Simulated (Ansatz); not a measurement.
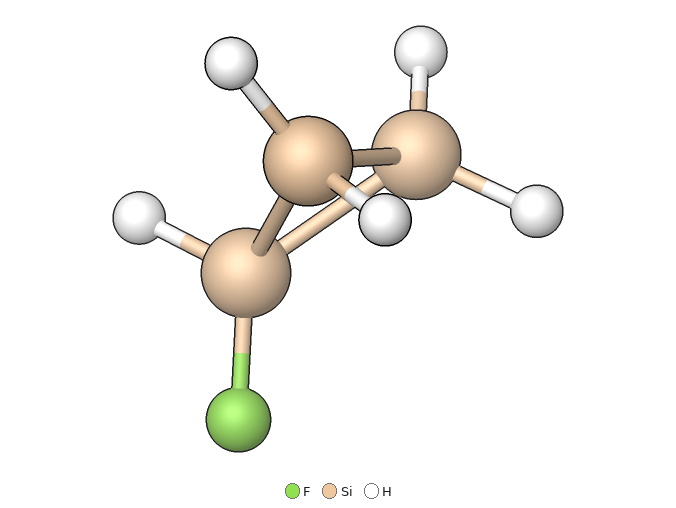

The geometry was computed by an optimisation with PBE-D4/def2-SVP. No frequency run is at hand to confirm it as a minimum.

Give the structural formula.

SMILES: F[SiH]1[SiH2][SiH2]1

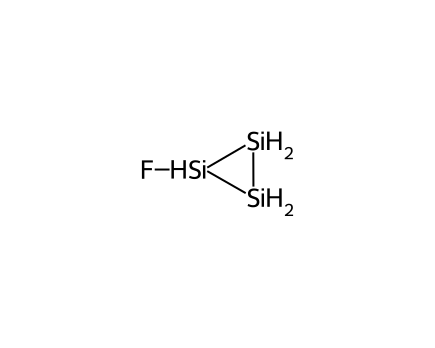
